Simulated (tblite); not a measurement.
GaNH4: geometry relaxation

- system: GaNH4 (GaH2(NH2))
- method: GFN2-xTB geometry optimisation, gas phase (tblite 0.8.0)

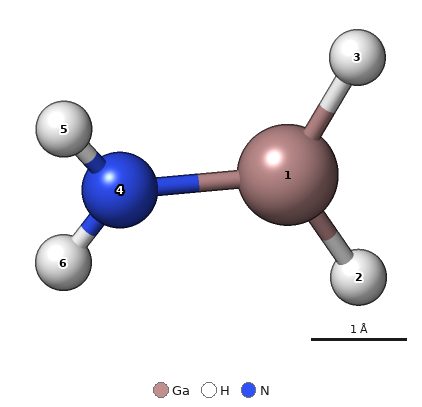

*The input geometry (ball-and-stick view, seen at a tilt; atoms are numbered from 1 in the order of the input). Sticks mark near contacts.*

Bond lengths as drawn: Ga–H 1.53 to 1.55 Å, Ga–N 1.80 Å and H–N 1.01 to 1.02 Å.

### Results in brief

- outcome: converged
- total energy: −166.9644 eV
- hardware: 1 CPU thread, shared host
- peak memory: 0.17 GiB

### Input
```
{"job": {"xc": "GFN2-xTB", "basis": "xTB", "kind": "relax"}, "charge": 0, "multiplicity": 1}
Ga     0.432200     0.730400     0.005000
H      1.884700     0.758400     0.490000
H     -0.282600     2.014500    -0.472600
N     -0.479400    -0.818500    -0.011600
H     -1.437300    -0.953000    -0.302400
H     -0.114300    -1.729800     0.270000
```

The first line tells a small driver script what to run in tblite; the rest is the geometry in Å.

Launch command:
```bash
OMP_NUM_THREADS=1 python <driver script> task.json out
```

### The program's output
```
step      E/eV     max force
  0    -166.96088    0.419
  1    -166.96319    0.124
  2    -166.96375    0.082
  3    -166.96426    0.043
  4    -166.96432    0.033
  5    -166.96438    0.013
  6    -166.96439    0.010
  7    -166.96440    0.012
  8    -166.96441    0.016
  9    -166.96442    0.013
 10    -166.96443    0.007
 11    -166.96443    0.007
 12    -166.96443    0.005
 13    -166.96444    0.006
 14    -166.96444    0.004
 15    -166.96444    0.003
```

### Trajectory as extended XYZ (Å, eV, eV/Å), 12 frames, from step=0 to step=15
```
6
Properties=species:S:1:pos:R:3:forces:R:3 step=0 energy=-166.96088
Ga    0.4322    0.7304    0.0050   -0.1430   0.0550  -0.0550
H     1.8847    0.7584    0.4900    0.1640  -0.0220   0.0570
H    -0.2826    2.0145   -0.4726   -0.0160   0.0200  -0.0090
N    -0.4794   -0.8185   -0.0116    0.1950  -0.3490   0.1240
H    -1.4373   -0.9530   -0.3024   -0.1520   0.0420  -0.0590
H    -0.1143   -1.7298    0.2700   -0.0480   0.2540  -0.0590
6
Properties=species:S:1:pos:R:3:forces:R:3 step=1 energy=-166.96319
Ga    0.4301    0.7312    0.0042   -0.0970   0.0030  -0.0300
H     1.8870    0.7581    0.4908    0.1160  -0.0180   0.0400
H    -0.2829    2.0147   -0.4727   -0.0260   0.0300  -0.0150
N    -0.4767   -0.8235   -0.0098   -0.0870   0.0080  -0.0320
H    -1.4395   -0.9524   -0.3032    0.0260   0.0490  -0.0010
H    -0.1150   -1.7261    0.2691    0.0690  -0.0730   0.0370
6
Properties=species:S:1:pos:R:3:forces:R:3 step=2 energy=-166.96375
Ga    0.4285    0.7313    0.0037   -0.0530  -0.0040  -0.0140
H     1.8890    0.7578    0.4914    0.0760  -0.0170   0.0270
H    -0.2833    2.0152   -0.4729   -0.0280   0.0340  -0.0160
N    -0.4775   -0.8241   -0.0100   -0.0370   0.0030  -0.0140
H    -1.4394   -0.9517   -0.3034   -0.0080   0.0340  -0.0100
H    -0.1141   -1.7266    0.2695    0.0500  -0.0500   0.0270
6
Properties=species:S:1:pos:R:3:forces:R:3 step=4 energy=-166.96432
Ga    0.4254    0.7314    0.0029    0.0260  -0.0020   0.0120
H     1.8937    0.7566    0.4931   -0.0070  -0.0130  -0.0020
H    -0.2851    2.0174   -0.4740   -0.0210   0.0230  -0.0110
N    -0.4786   -0.8259   -0.0101    0.0060  -0.0100   0.0020
H    -1.4406   -0.9496   -0.3042   -0.0100   0.0040  -0.0050
H    -0.1116   -1.7281    0.2708    0.0050  -0.0020   0.0040
6
Properties=species:S:1:pos:R:3:forces:R:3 step=5 energy=-166.96438
Ga    0.4259    0.7313    0.0032    0.0060   0.0040   0.0030
H     1.8942    0.7559    0.4933   -0.0060  -0.0110  -0.0020
H    -0.2863    2.0188   -0.4746   -0.0080   0.0040  -0.0030
N    -0.4787   -0.8265   -0.0101    0.0080   0.0030   0.0010
H    -1.4411   -0.9490   -0.3045    0.0050  -0.0010   0.0010
H    -0.1110   -1.7285    0.2711   -0.0040   0.0020   0.0000
6
Properties=species:S:1:pos:R:3:forces:R:3 step=6 energy=-166.96439
Ga    0.4262    0.7314    0.0033   -0.0020   0.0050   0.0000
H     1.8941    0.7557    0.4933   -0.0020  -0.0100   0.0000
H    -0.2866    2.0190   -0.4747   -0.0050   0.0000  -0.0010
N    -0.4786   -0.8265   -0.0101    0.0060   0.0040   0.0000
H    -1.4410   -0.9490   -0.3045    0.0070  -0.0010   0.0010
H    -0.1110   -1.7285    0.2712   -0.0040   0.0020   0.0000
6
Properties=species:S:1:pos:R:3:forces:R:3 step=8 energy=-166.96441
Ga    0.4265    0.7319    0.0036   -0.0140   0.0070  -0.0050
H     1.8937    0.7542    0.4932    0.0040  -0.0070   0.0020
H    -0.2876    2.0195   -0.4751    0.0010  -0.0070   0.0020
N    -0.4779   -0.8262   -0.0101    0.0000   0.0040  -0.0020
H    -1.4404   -0.9490   -0.3045    0.0070   0.0020   0.0010
H    -0.1112   -1.7284    0.2713    0.0010   0.0000   0.0020
6
Properties=species:S:1:pos:R:3:forces:R:3 step=9 energy=-166.96442
Ga    0.4263    0.7325    0.0036   -0.0110   0.0050  -0.0040
H     1.8936    0.7530    0.4933    0.0030  -0.0040   0.0010
H    -0.2883    2.0197   -0.4753    0.0030  -0.0070   0.0030
N    -0.4773   -0.8260   -0.0102   -0.0020   0.0020  -0.0020
H    -1.4398   -0.9488   -0.3045    0.0030   0.0040  -0.0010
H    -0.1114   -1.7284    0.2715    0.0050   0.0010   0.0030
6
Properties=species:S:1:pos:R:3:forces:R:3 step=10 energy=-166.96443
Ga    0.4260    0.7329    0.0036   -0.0040   0.0010  -0.0020
H     1.8936    0.7522    0.4933   -0.0010  -0.0020  -0.0010
H    -0.2887    2.0196   -0.4754    0.0020  -0.0050   0.0020
N    -0.4770   -0.8258   -0.0102   -0.0020   0.0000  -0.0010
H    -1.4394   -0.9487   -0.3045   -0.0010   0.0040  -0.0020
H    -0.1114   -1.7283    0.2717    0.0060   0.0020   0.0030
6
Properties=species:S:1:pos:R:3:forces:R:3 step=12 energy=-166.96443
Ga    0.4256    0.7331    0.0035    0.0030  -0.0030   0.0010
H     1.8936    0.7518    0.4933   -0.0040  -0.0010  -0.0020
H    -0.2887    2.0194   -0.4753    0.0000   0.0000   0.0010
N    -0.4770   -0.8258   -0.0103    0.0000   0.0000  -0.0010
H    -1.4393   -0.9485   -0.3046   -0.0020   0.0010  -0.0020
H    -0.1111   -1.7281    0.2719    0.0030   0.0030   0.0020
6
Properties=species:S:1:pos:R:3:forces:R:3 step=13 energy=-166.96444
Ga    0.4255    0.7331    0.0035    0.0040  -0.0040   0.0020
H     1.8934    0.7516    0.4932   -0.0030  -0.0010  -0.0020
H    -0.2887    2.0193   -0.4753   -0.0010   0.0020   0.0000
N    -0.4770   -0.8258   -0.0103    0.0000   0.0000   0.0000
H    -1.4393   -0.9483   -0.3047   -0.0010  -0.0010  -0.0010
H    -0.1108   -1.7279    0.2721    0.0010   0.0030   0.0010
6
Properties=species:S:1:pos:R:3:forces:R:3 step=15 energy=-166.96444
Ga    0.4256    0.7331    0.0035    0.0010  -0.0010   0.0000
H     1.8931    0.7511    0.4930    0.0010   0.0000   0.0000
H    -0.2889    2.0192   -0.4752    0.0000   0.0010   0.0010
N    -0.4769   -0.8257   -0.0105    0.0000   0.0010  -0.0010
H    -1.4393   -0.9481   -0.3049    0.0000  -0.0030   0.0000
H    -0.1105   -1.7276    0.2724   -0.0010   0.0020   0.0010
```
